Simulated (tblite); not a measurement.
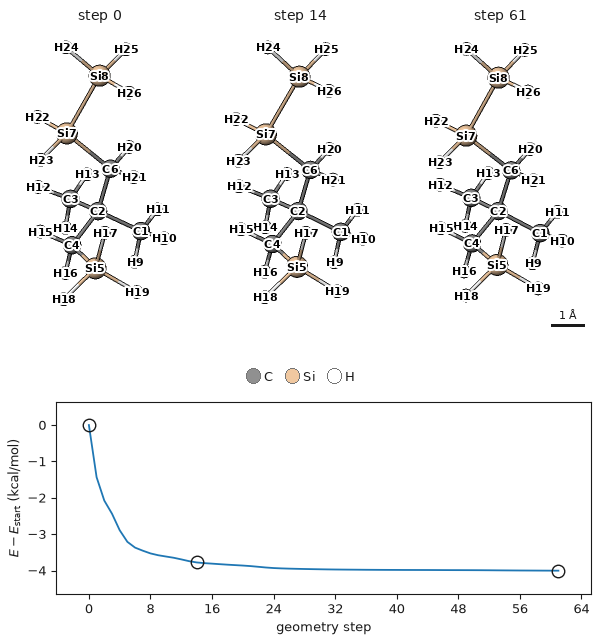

Frames of a relaxation of C₅H₁₈Si₃, marked on the history of the run. A ball-and-stick model, seen from a free direction.

The calculation used GFN2-xTB geometry optimisation, gas phase in tblite. 

> Describe the path.

The energy falls by 4.00 kcal/mol in 61 geometry steps. The atom that moves furthest after the best rigid fit is H18 (0.14 Å). Largest moves by element: H 0.14 Å, Si 0.12 Å, C 0.07 Å. Among the contacts that change: C4–Si5 1.861 → 1.902 Å, C2–C3 1.559 → 1.533 Å, Si5–H17 1.490 → 1.465 Å, C6–Si7 1.885 → 1.908 Å. Among the angles between lasting bonds that change: H24–Si8–H26 109.6° → 106.2°, H22–Si7–H23 108.4° → 105.2°, H24–Si8–H25 109.1° → 106.0°. From step 0 to 14: H18 moves most (0.09 Å), energy −3.78 kcal/mol. From step 14 to 61: H19 moves most (0.09 Å), energy −0.23 kcal/mol.
